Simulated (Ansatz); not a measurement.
C₃H₆Si (SMILES C[SiH]1C=C1)

Input file:

```
crystal:
  periodic: [false, false, false]
  atoms:
    - {symbol: C, position_ang: [-1.303902, 0.293871, -0.920626]}
    - {symbol: Si, position_ang: [-0.237961, -0.250475, 0.506479]}
    - {symbol: C, position_ang: [1.486735, -0.756855, 0.323184]}
    - {symbol: C, position_ang: [1.385166, 0.458931, 0.862428]}
    - {symbol: H, position_ang: [-0.689683, 0.688990, -1.731742]}
    - {symbol: H, position_ang: [-2.003994, 1.071501, -0.604039]}
    - {symbol: H, position_ang: [-1.891327, -0.544016, -1.305188]}
    - {symbol: H, position_ang: [-1.063440, -0.808094, 1.608726]}
    - {symbol: H, position_ang: [2.309761, -1.408080, 0.052841]}
    - {symbol: H, position_ang: [2.091746, 1.203225, 1.210736]}
basis:
  gaussian: {orbitals: def2-TZVPP}
hamiltonian: {xc: pbe0, dispersion: d4}
output: {orbitals: {seedname: orbitals}}
```

Run with:

```sh
ansatz run in.yaml --threads 2 --pin off --events-out ev --progress --plain --max-ram 4352MiB
```

Geometry: PBE0-D4/def2-TZVP.

Computed with Ansatz, RKS PBE0-D4/def2-TZVPP.

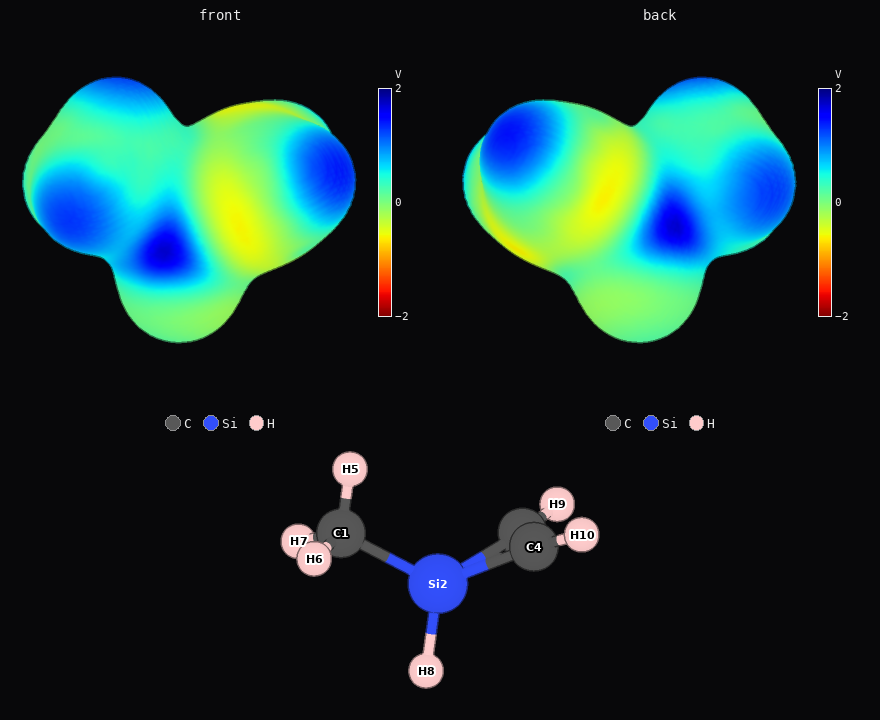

Figure 1. The molecular electrostatic potential painted on the density surface at 0.004 e/bohr³, seen from the front and from behind; red is negative and blue positive. The bare structure is drawn below in the same view.

Question: Which sites attract a positive test charge, and which a negative one?

Answer: A positive charge is drawn to the negative regions and a negative charge to the positive ones. The most negative region (about −0.6 V, or −14 kcal/mol for a unit charge) lies over C3 and C4, the most positive (about +1.6 V, or +37 kcal/mol for a unit charge) over Si2.

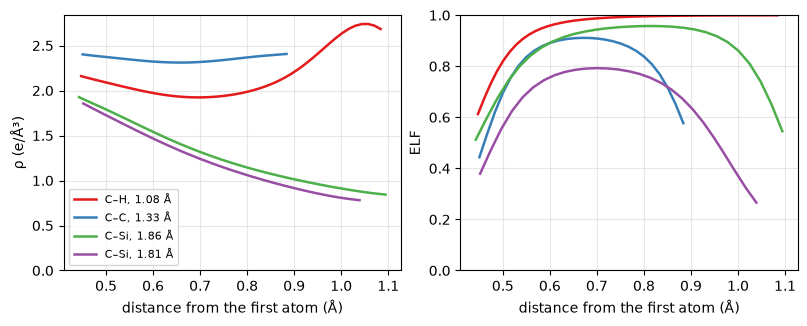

Figure 2. Total electron density and ELF along straight lines between neighbouring atoms. The curves leave out the atomic cores.

Question: What kind of bonding do the profiles show?

Answer: C–H (1.08 Å): the density is about 2 e/Å³ at the midpoint; the ELF climbs to about 1 towards the hydrogen, as it does in any bond to H; a covalent bond by its length.
C–C (1.33 Å): ρ is about 2.3 e/Å³ halfway; the ELF peaks at about 0.90 between the atoms; a multiple bond.
C–Si (1.86 Å): the density is about 0.98 e/Å³ at the midpoint; the ELF peaks at about 0.95 between the atoms; a covalent bond.
C–Si (1.81 Å): the density is about 0.91 e/Å³ at the midpoint; the ELF peaks at about 0.80 between the atoms: a covalent bond.

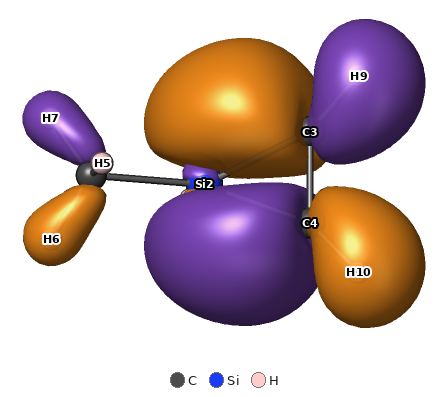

Figure 3. The HOMO at ±0.08 Å⁻³ᐟ² (orange and purple are the two phases), seen from one side.

Question: Where does this orbital lie, and at what energy?

Answer: It lies mainly on Si2 (about 30 %), C3 (about 25 %), C4 (about 25 %), H9 (about 5 %) and H10 (about 5 %). Its energy is −7.20 eV.
